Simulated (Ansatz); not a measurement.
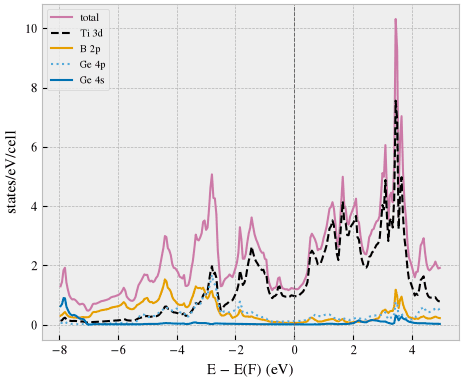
*Total and projected density of states of Ti₂GeB₂ in space group P-6m2 (No. 187; Ti on 2h, Ge on 1a, B on 1b, B on 1f), r²SCAN in the plane-wave PAW code Ansatz*

Which orbitals carry the states next to the Fermi level?

Within 0.5 eV of the Fermi level: Ti 3d 80 %, Ge 4p 9 %, B 2p 6 %. Projections are on Löwdin-orthogonalised atomic valence shells; empty p or d shells of many metals are not among them.

Where is the tallest occupied peak in this window, and what makes it?

Near -2.8 eV, about 5.1 states/eV per cell; the largest projected share is Ti 3d.

The start of the workflow was typed in or built on a structure type; neither database checked (COD, Materials Project) lists it. Its standing as an ambient phase is unchecked. Symmetry was held in the r²SCAN relaxation; its stability against distortions is not shown here. No spin polarisation was allowed. Scalar-relativistic: spin–orbit coupling is off unless named, which matters more the heavier the elements.

Potentials: the earlier of the program's two PAW sets. The files were generated under PBE; for other functionals the program regenerates the frozen cores, and for LDA and PBEsol the local potential too.
